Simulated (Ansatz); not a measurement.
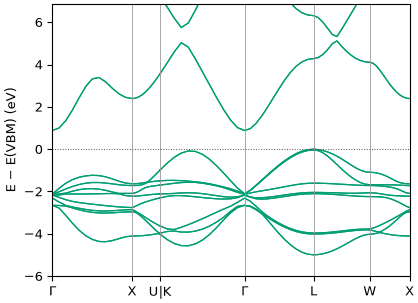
Fig. 1. Band structure from PBE with spin–orbit coupling in the plane-wave PAW code Ansatz

Q: Read off the gap and where the band edges lie.

A: About 0.9 eV (0.88 eV by a search for the band edges); maximum at L, minimum at Γ.

The material is AgCl (rock salt, Fm-3m).

The cell was relaxed with PBE under the symmetry of its start; phonons on a q-mesh show no instability. The run is not spin-polarised.

Potentials: the later of the program's two PAW sets.
